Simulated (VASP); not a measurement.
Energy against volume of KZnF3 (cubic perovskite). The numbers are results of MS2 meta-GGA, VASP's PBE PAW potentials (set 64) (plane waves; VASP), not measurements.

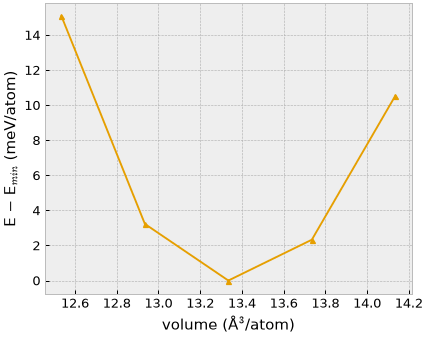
Figure. Energy against volume

Task: Estimate the equilibrium volume and the bulk modulus.

Result: The minimum lies near 13.3 Å³/atom, and the curvature gives B0 of about 85 GPa.

The compound is KZnF3 in the cubic perovskite structure. It was relaxed first.
